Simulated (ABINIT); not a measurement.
# AlN (P6_3mc): G0W0 with ABINIT, start to end, part 2 of 3

Wanted: ground state, empty states, screening and self-energy for AlN (P6_3mc).

ABINIT 10.8.3; LDA and many-body steps on it, plane waves. Known limits of the many-body steps: not at the basis limit.

So far. Step 2 (Ground state): The gap is direct, at Γ.

The database entry behind the starting cell differs from later determinations by our own check (inner coordinate u about 0.002 short), so it need not match the best structure at ambient conditions.

**3. Bands along the symmetry lines**

Level of this step: DFT, LDA, plane waves, norm-conserving pseudopotentials (ABINIT).

Levels along a band path, at the cheap level, show where the edges lie and whether the meshes to come will hold them.

File run.abi:

```
acell 3*1.0 Angstrom
rprim 
  3.113000000011 -0.000000000003 0.000000000000
  -1.556500000003 2.695937081992 0.000000000000
  0.000000000000 0.000000000000 4.981000000000
ntypat 2
znucl 13 7
natom 4
typat 1 1 2 2
xred 
  0.333333333333 0.666666666667 0.000000000000
  0.666666666667 0.333333333333 0.500000000000
  0.333333333333 0.666666666667 0.380000000000
  0.666666666667 0.333333333333 0.880000000000
pp_dirpath "pseudos"
pseudos "Al.upf, N.upf"
ecut 36
iscf -2
irdden 1
kptopt 0
nkpt 75
kpt 
  0.00000000 0.00000000 0.00000000
  0.06250000 0.00000000 0.00000000
  0.12500000 0.00000000 0.00000000
  0.18750000 0.00000000 0.00000000
  0.25000000 0.00000000 0.00000000
  0.31250000 0.00000000 0.00000000
  0.37500000 0.00000000 0.00000000
  0.43750000 0.00000000 0.00000000
  0.50000000 0.00000000 0.00000000
  0.47916667 0.04166667 0.00000000
  0.45833333 0.08333333 0.00000000
  0.43750000 0.12500000 0.00000000
  0.41666666 0.16666666 0.00000000
  0.39583333 0.20833333 0.00000000
  0.37500000 0.25000000 0.00000000
  0.35416666 0.29166666 0.00000000
  0.33333333 0.33333333 0.00000000
  0.29166666 0.29166666 0.00000000
  0.25000000 0.25000000 0.00000000
  0.20833333 0.20833333 0.00000000
  0.16666666 0.16666666 0.00000000
  0.12500000 0.12500000 0.00000000
  0.08333333 0.08333333 0.00000000
  0.04166667 0.04166667 0.00000000
  0.00000000 0.00000000 0.00000000
  0.00000000 0.00000000 0.06250000
  0.00000000 0.00000000 0.12500000
  0.00000000 0.00000000 0.18750000
  0.00000000 0.00000000 0.25000000
  0.00000000 0.00000000 0.31250000
  0.00000000 0.00000000 0.37500000
  0.00000000 0.00000000 0.43750000
  0.00000000 0.00000000 0.50000000
  0.06250000 0.00000000 0.50000000
  0.12500000 0.00000000 0.50000000
  0.18750000 0.00000000 0.50000000
  0.25000000 0.00000000 0.50000000
  0.31250000 0.00000000 0.50000000
  0.37500000 0.00000000 0.50000000
  0.43750000 0.00000000 0.50000000
  0.50000000 0.00000000 0.50000000
  0.47916667 0.04166667 0.50000000
  0.45833333 0.08333333 0.50000000
  0.43750000 0.12500000 0.50000000
  0.41666666 0.16666666 0.50000000
  0.39583333 0.20833333 0.50000000
  0.37500000 0.25000000 0.50000000
  0.35416666 0.29166666 0.50000000
  0.33333333 0.33333333 0.50000000
  0.29166666 0.29166666 0.50000000
  0.25000000 0.25000000 0.50000000
  0.20833333 0.20833333 0.50000000
  0.16666666 0.16666666 0.50000000
  0.12500000 0.12500000 0.50000000
  0.08333333 0.08333333 0.50000000
  0.04166667 0.04166667 0.50000000
  0.00000000 0.00000000 0.50000000
  0.50000000 0.00000000 0.50000000
  0.50000000 0.00000000 0.43750000
  0.50000000 0.00000000 0.37500000
  0.50000000 0.00000000 0.31250000
  0.50000000 0.00000000 0.25000000
  0.50000000 0.00000000 0.18750000
  0.50000000 0.00000000 0.12500000
  0.50000000 0.00000000 0.06250000
  0.50000000 0.00000000 0.00000000
  0.33333333 0.33333333 0.50000000
  0.33333333 0.33333333 0.43750000
  0.33333333 0.33333333 0.37500000
  0.33333333 0.33333333 0.31250000
  0.33333333 0.33333333 0.25000000
  0.33333333 0.33333333 0.18750000
  0.33333333 0.33333333 0.12500000
  0.33333333 0.33333333 0.06250000
  0.33333333 0.33333333 0.00000000
istwfk *1
nband 19
nbdbuf 6
tolwfr 1e-07
nstep 50
prtwf 0
prtvol 0
indata_prefix "in"
outdata_prefix "out"
tmpdata_prefix "tmp"
```

The run is started by

```console
$ OMP_NUM_THREADS=1 mpirun -n 4 abinit run.abi > log
```

Numbers of over 12 decimals in the logs are rounded to 6 here.

What it wrote:

```text
.Version 10.8.3 of ABINIT. v10.8.2 released Aug 2026.

 Symmetries : space group P6_3 m c (#186); Bravais hP (primitive hexag.)
[... echo of the input left out ...]
== DATASET  1 ==================================================================
-   mpi_nproc: 4, omp_nthreads: 1 (-1 if OMP is not activated)

--- !DatasetInfo
iteration_state: {dtset: 1, }
dimensions: {natom: 4, nkpt: 75, mband: 19, nsppol: 1, nspinor: 1, nspden: 1, mpw: 2937, }
cutoff_energies: {ecut:  36.0, pawecutdg:  -1.0, }
electrons: {nelect:   1.60000000E+01, charge:   0.00000000E+00, occopt:   1.00000000E+00, tsmear:   1.00000000E-02, }

 Real(R)+Recip(G) space primitive vectors, cartesian coordinates (Bohr,Bohr^-1):
 R(1)=  5.8827174  0.0000000  0.0000000  G(1)=  0.1699895  0.0981435  0.0000000
 R(2)= -2.9413587  5.0945827  0.0000000  G(2)=  0.0000000  0.1962869  0.0000000
 R(3)=  0.0000000  0.0000000  9.4127258  G(3)=  0.0000000  0.0000000  0.1062392
 Unit cell volume ucvol=  2.8209931E+02 bohr^3
 Angles (23,13,12)=  9.00000000E+01  9.00000000E+01  1.20000000E+02 degrees

 getcut: wavevector=  0.0000  0.0000  0.0000  ngfft=  32  32  54
         ecut(hartree)=     36.000   => boxcut(ratio)=   2.01398

--- Pseudopotential description ------------------------------------------------
- Al Generated using ONCVPSP code by D. R. Hamann
- 13.00000   3.00000  180309                  znucl, zion, pspdat
12 -1012 2 -1 1854                            pspcod,pspxc,lmax,lloc,mmax
     nproj     2     2     2
  pspatm : epsatm=    0.57439143
         --- l  ekb(1:nproj) -->
             0    5.725870    0.726131
             1    6.190420    0.914022
             2   -4.229503   -0.925599
 pspatm: atomic psp has been read  and splines computed

- N Generated using ONCVPSP code by D. R. Hamann
-  7.00000   5.00000  180309                  znucl, zion, pspdat
12 -1012 1 -1 1058                            pspcod,pspxc,lmax,lloc,mmax
     nproj     2     2     0
  pspatm : epsatm=    5.30777321
         --- l  ekb(1:nproj) -->
[...]
pspatm: atomic psp has been read  and splines computed

--------------------------------------------------------------------------------

================================================================================
 prteigrs : about to open file out_EIG
 Non-SCF case, kpt    1 (  0.00000  0.00000  0.00000), residuals and eigenvalues=
  8.92E-08  7.55E-08  7.88E-08  1.36E-08  8.76E-08  5.61E-08  6.80E-08  3.21E-08
  9.90E-08  2.07E-08  9.29E-08  3.17E-08  9.10E-08  5.28E-08  4.09E-08  6.95E-08
[...]
-3.4284E-01 -2.6113E-01 -1.3403E-02  1.7723E-01  1.7723E-01  2.0143E-01
  2.0143E-01  2.0797E-01  3.6434E-01  4.4914E-01  5.9278E-01  6.1208E-01
  6.1208E-01  6.8368E-01  6.8472E-01  6.8472E-01  7.3661E-01  7.3661E-01
  7.4691E-01
 Non-SCF case, kpt    2 (  0.06250  0.00000  0.00000), residuals and eigenvalues=
[...]
7.7978E-01
 Non-SCF case, kpt    3 (  0.12500  0.00000  0.00000), residuals and eigenvalues=
[...]
8.1199E-01
[...]
Non-SCF case, kpt   74 (  0.33333  0.33333  0.06250), residuals and eigenvalues=
[...]
8.8556E-01
 Non-SCF case, kpt   75 (  0.33333  0.33333  0.00000), residuals and eigenvalues=
[...]
1.1986E-01  1.1986E-01  3.8972E-01  5.1159E-01  5.6023E-01  5.6023E-01
  6.2617E-01  6.2617E-01  6.8487E-01  7.3926E-01  7.3926E-01  8.8572E-01
  8.9008E-01

--- !ResultsGS
iteration_state: {dtset: 1, }
comment   : Summary of ground state results
lattice_vectors:
- [  5.8827174,  -0.0000000,   0.0000000, ]
- [ -2.9413587,   5.0945827,   0.0000000, ]
- [  0.0000000,   0.0000000,   9.4127258, ]
lattice_lengths: [   5.88272,    5.88272,    9.41273, ]
lattice_angles: [ 90.000,  90.000, 120.000, ] # degrees, (23, 13, 12)
lattice_volume:   2.8209931E+02
convergence: {deltae:  0.000E+00, res2:  0.000E+00, residm:  9.900E-08, diffor:  0.000E+00, }
etotal    :  -2.56861475E+01
entropy   :   0.00000000E+00
fermie    :   2.07969323E-01
cartesian_stress_tensor: null
pressure_GPa: null
xred      :
- [  3.3333E-01,   6.6667E-01,   1.1102E-16, Al]
- [  6.6667E-01,   3.3333E-01,   5.0000E-01, Al]
- [  3.3333E-01,   6.6667E-01,   3.8000E-01,  N]
- [  6.6667E-01,   3.3333E-01,   8.8000E-01,  N]
cartesian_forces: null
force_length_stats: {min: null, max: null, mean: null, }

 Integrated electronic density in atomic spheres:
 ------------------------------------------------
 Atom  Sphere_radius  Integrated_density
[...]
================================================================================

 ----iterations are completed or convergence reached----

 Mean square residual over all n,k,spin=   43.622E-09; max=  99.002E-09
 reduced coordinates (array xred) for    4 atoms
[...]
cartesian coordinates (angstrom) at end:
    1      1.67e-12     1.797291     0.000000
    2      1.556500     0.898646     2.490500
    3      1.67e-12     1.797291     1.892780
    4      1.556500     0.898646     4.383280
 length scales=  1.889726125908  1.889726125908  1.889726125908 bohr
              =  1.000000000000  1.000000000000  1.000000000000 angstroms
 prteigrs : about to open file out_EIG
 Eigenvalues (hartree) for nkpt=  75  k points:
 kpt#   1, nband= 19, wtk=  1.00000, kpt=  0.0000  0.0000  0.0000 (reduced coord)
[...]
kpt#   2, nband= 19, wtk=  1.00000, kpt=  0.0625  0.0000  0.0000 (reduced coord)
[...]
kpt#   3, nband= 19, wtk=  1.00000, kpt=  0.1250  0.0000  0.0000 (reduced coord)
[...]
kpt#  74, nband= 19, wtk=  1.00000, kpt=  0.3333  0.3333  0.0625 (reduced coord)
[...]
0.74159    0.88481    0.88556
 kpt#  75, nband= 19, wtk=  1.00000, kpt=  0.3333  0.3333  0.0000 (reduced coord)
  -0.24796   -0.24796    0.03034    0.06867    0.06867    0.11837    0.11986    0.11986
   0.38972    0.51159    0.56023    0.56023    0.62617    0.62617    0.68487    0.73926
   0.73926    0.88572    0.89008

== END DATASET(S) ==============================================================
================================================================================

 -outvars: echo values of variables after computation  --------
            nband          19
             nkpt          75
          spgroup         186
 [... the other variables as echoed above ...]

 Calculation completed.
```

Elapsed: 12 s, on 4 MPI ranks of Arm Neoverse V1, shared host; peak memory 0.3 GiB.

Numbers from this step:

* gap: 4.255 eV
* k of the valence top: 0, 0, 0
* k of the conduction bottom: 0, 0, 0
* least direct gap: 4.255 eV

The gap is 4.255 eV, as in the run before at this level.

Electronic bands along the path, in eV, zero at the top of the highest filled band; v1 is the highest filled band, c1 the lowest empty one:

```tsv
point	v4	v3	v2	v1	c1	c2	c3	c4
Γ	-0.84	-0.18	-0.18	0.00	4.25	6.56	10.47	11.00
M	-3.36	-2.08	-1.79	-0.66	5.70	5.72	8.11	10.17
K	-3.79	-2.44	-2.40	-2.40	4.95	8.26	9.59	9.59
Γ	-0.84	-0.18	-0.18	0.00	4.25	6.56	10.47	11.00
A	-0.52	-0.52	-0.52	-0.52	6.43	6.43	10.17	10.17
L	-1.45	-1.45	-1.36	-1.36	5.23	5.23	9.14	9.14
H	-3.87	-3.87	-0.79	-0.79	7.33	7.33	7.77	7.77
A	-0.52	-0.52	-0.52	-0.52	6.43	6.43	10.17	10.17
jump to L	-1.45	-1.45	-1.36	-1.36	5.23	5.23	9.14	9.14
M	-3.36	-2.08	-1.79	-0.66	5.70	5.72	8.11	10.17
jump to H	-3.87	-3.87	-0.79	-0.79	7.33	7.33	7.77	7.77
K	-3.79	-2.44	-2.40	-2.40	4.95	8.26	9.59	9.59
```

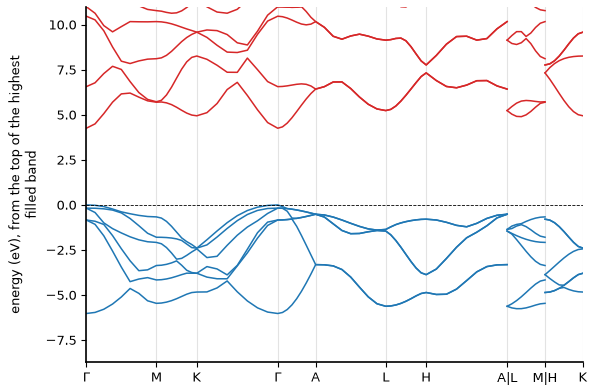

Electronic bands along the path; lines of filled and empty bands in two colours.

**4. Empty states on the mesh, 6×6×4 mesh, 142 bands**

The sums over transitions need many empty states on a uniform mesh; this step solves for them.

File run.abi:

```
acell 3*1.0 Angstrom
rprim 
  3.113000000011 -0.000000000003 0.000000000000
  -1.556500000003 2.695937081992 0.000000000000
  0.000000000000 0.000000000000 4.981000000000
ntypat 2
znucl 13 7
natom 4
typat 1 1 2 2
xred 
  0.333333333333 0.666666666667 0.000000000000
  0.666666666667 0.333333333333 0.500000000000
  0.333333333333 0.666666666667 0.380000000000
  0.666666666667 0.333333333333 0.880000000000
pp_dirpath "pseudos"
pseudos "Al.upf, N.upf"
ecut 36
ngkpt 6 6 4
nshiftk 1
shiftk 0 0 0
kptopt 1
chksymbreak 0
irdden 1
istwfk *1
nband 142
prtvol 0
optdriver 6
gwr_task "HDIAGO"
paral_kgb 0
occopt 1
indata_prefix "in"
outdata_prefix "out"
tmpdata_prefix "tmp"
```

What it wrote:

```text
[banner, memory and clock lines left out]
.Version 10.8.3 of ABINIT. v10.8.2 released Aug 2026.

 Symmetries : space group P6_3 m c (#186); Bravais hP (primitive hexag.)
[... echo of the input left out ...]
== DATASET  1 ==================================================================
-   mpi_nproc: 4, omp_nthreads: 1 (-1 if OMP is not activated)

--- !DatasetInfo
iteration_state: {dtset: 1, }
dimensions: {natom: 4, nkpt: 21, mband: 142, nsppol: 1, nspinor: 1, nspden: 1, mpw: 2934, }
cutoff_energies: {ecut:  36.0, pawecutdg:  -1.0, }
electrons: {nelect:   1.60000000E+01, charge:   0.00000000E+00, occopt:   1.00000000E+00, tsmear:   1.00000000E-02, }

.Using double precision arithmetic; gwpc =  8

- Reading GS density from: in_DEN

--- Pseudopotential description ------------------------------------------------
- Al Generated using ONCVPSP code by D. R. Hamann
- 13.00000   3.00000  180309                  znucl, zion, pspdat
12 -1012 2 -1 1854                            pspcod,pspxc,lmax,lloc,mmax
     nproj     2     2     2
  pspatm : epsatm=    0.57439143
         --- l  ekb(1:nproj) -->
             0    5.725870    0.726131
             1    6.190420    0.914022
             2   -4.229503   -0.925599
 pspatm: atomic psp has been read  and splines computed

- N Generated using ONCVPSP code by D. R. Hamann
-  7.00000   5.00000  180309                  znucl, zion, pspdat
12 -1012 1 -1 1058                            pspcod,pspxc,lmax,lloc,mmax
     nproj     2     2     0
  pspatm : epsatm=    5.30777321
         --- l  ekb(1:nproj) -->
             0    7.408032    0.617798
             1   -4.361519   -1.032581
 pspatm: atomic psp has been read  and splines computed

   1.88229268E+02                                ecore*ucvol(ha*bohr**3)

 Total charge density [el/Bohr^3]
)     Maximum=    5.4093E-01  at reduced coord.    0.7813    0.4063    0.8889
)     Minimum=    1.5329E-03  at reduced coord.    0.3125    0.6563    0.0000
   Integrated=    1.6000E+01

 === KS gaps after direct diagonalization ===
 Direct band gap semiconductor
 Fundamental gap:     4.255 (eV)
   VBM:     5.659 (eV) at k: [ 0.0000E+00,  0.0000E+00,  0.0000E+00]
   CBM:     9.914 (eV) at k: [ 0.0000E+00,  0.0000E+00,  0.0000E+00]
 Direct gap:         4.255 (eV) at k: [ 0.0000E+00,  0.0000E+00,  0.0000E+00]

== END DATASET(S) ==============================================================

 -outvars: echo values of variables after computation  --------
           etotal      0.0000000000E+00
            nband         142
             nkpt          21
          spgroup         186
 [... the other variables as echoed above ...]

 Calculation completed.
```

It took 2 min on 4 MPI ranks; peak memory 2.1 GiB; 8.1 min of CPU time.

Numbers from this step:

| Quantity | Value |
| --- | --- |
| gap | 4.255 eV |
| k of the valence top | 0, 0, 0 |
| k of the conduction bottom | 0, 0, 0 |
| least direct gap | 4.255 eV |
| k points computed | 21 |
| lowest point of the top converged band, above the valence top | 107.8281 eV |

On this mesh the gap is 4.255 eV.

**5. Screening, 6×6×4 mesh, 134 bands, screening to 179.6 eV**

The RPA dielectric matrix is built and inverted for each q.

This step: RPA screening on LDA, plane waves, norm-conserving pseudopotentials.

run.abi: that of step 4 with these lines changed.

```diff
@@ -22,10 +22,11 @@
 chksymbreak 0
-irdden 1
 istwfk *1
-nband 142
-prtvol 0
-optdriver 6
-gwr_task "HDIAGO"
-paral_kgb 0
 occopt 1
+irdwfk 1
+optdriver 3
+nband 134
+ecuteps 6.6
+inclvkb 2
+awtr 1
+symchi 1
 indata_prefix "in"
```

What it wrote:

```text
.Version 10.8.3 of ABINIT. v10.8.2 released Aug 2026.

 Symmetries : space group P6_3 m c (#186); Bravais hP (primitive hexag.)
[... echo of the input left out ...]
== DATASET  1 ==================================================================
-   mpi_nproc: 4, omp_nthreads: 1 (-1 if OMP is not activated)

--- !DatasetInfo
iteration_state: {dtset: 1, }
dimensions: {natom: 4, nkpt: 21, mband: 134, nsppol: 1, nspinor: 1, nspden: 1, mpw: 2934, }
cutoff_energies: {ecut:  36.0, pawecutdg:  -1.0, }
electrons: {nelect:   1.60000000E+01, charge:   0.00000000E+00, occopt:   1.00000000E+00, tsmear:   1.00000000E-02, }

 SCREENING: Calculation of the susceptibility and dielectric matrices

 Based on a program developped by R.W. Godby, V. Olevano, G. Onida, and L. Reining.
 Incorporated in ABINIT by V. Olevano, G.-M. Rignanese, and M. Torrent.
.Using double precision arithmetic ; gwpc =  8

[... cell and pseudopotentials left out ...]
--------------------------------------------------------------------------------

 ==== K-mesh for the wavefunctions ====
 Number of points in the irreducible wedge :    21
[... list of points left out ...]
 Together with 12 symmetry operations and time-reversal symmetry
 yields   144 points in the full Brillouin Zone.

 ==== Q-mesh for the screening function ====
 Number of points in the irreducible wedge :    21
[... list of points left out ...]
 Together with 12 symmetry operations and time-reversal symmetry
 yields   144 points in the full Brillouin Zone.

 setmesh: FFT mesh size selected  =    20x   20x   36
          total number of points  =        14400

 vcoul_init : cutoff-mode = AUXILIARY_FUNCTION
 q-points for optical limit:   1
     1)      0.000010    0.000020    0.000030

- screening: taking advantage of time-reversal symmetry
- Maximum band index for partially occupied states nbvw = 8
- Remaining bands to be divided among processors   nbcw = 126
- Number of bands treated by each node ~31

 Number of electrons calculated from density =   16.0000; Expected =   16.0000
 average of density, n =  0.056718
 r_s =    1.6146
 omega_plasma =   22.9728 [eV]

 calculating chi0 at frequencies [eV] :
  1    0.000000E+00    0.000000E+00
  2    0.000000E+00    2.297283E+01

--------------------------------------------------------------------------------
  q-point number  1        q = ( 0.000000, 0.000000, 0.000000) [r.l.u.]
--------------------------------------------------------------------------------
[... chi0 elements left out ...]
 For q-point:  0.000010 0.000020 0.000030
  dielectric constant =   4.2839
  dielectric constant without local fields =   4.7149

  Average fulfillment of the sum rule on Im[epsilon] for q-point    1 :     85.30  [%]
[... wings left out ...]
  q-point number  2        q = ( 0.166667, 0.000000, 0.000000) [r.l.u.]
--------------------------------------------------------------------------------
[... chi0 elements left out ...]
  Average fulfillment of the sum rule on Im[epsilon] for q-point    2 :     91.58  [%]

 [... 19 further q-points ...]
```

It took 2.6 min on 4 MPI ranks; peak memory 1.2 GiB; 10 min of CPU time.

This step gave:

| Quantity | Value |
| --- | --- |
| ε∞ with local fields, on this mesh, along the program's q direction | 4.284 |
| the same without local fields | 4.715 |
| plasma frequency | 22.97 eV |
| plane waves in the screening matrix | 233 |

Local fields lower ε∞ by 9 %.

[end of part 2 of 3]

[Paths, hosts, dates, memory and timing lines, banners, echoed tables and standing remarks are left out of the program output.]

[Logs are printed without paths, hosts, clocks, repeated set-up lines and the standing remarks that a program may print on its own settings, such as how far it seeks lower states.]

[Runs of the session that timed out or met a known fault of the program may be left out.]

[Hosts, paths, dates, database ids (printed as entryN), source tags and the programs' standing remarks are cut or masked in the printed files.]

[G0W0 gaps are taken among the corrected bands and points alone; a level outside them can change the order at an edge.]

[Where Ansatz stands beside ABINIT at settings called matched, ABINIT's density can come from a denser mesh and the files from another edition; pairs whose starting gaps differed by over 0.03 eV were left out, so agreement reads better than it is.]
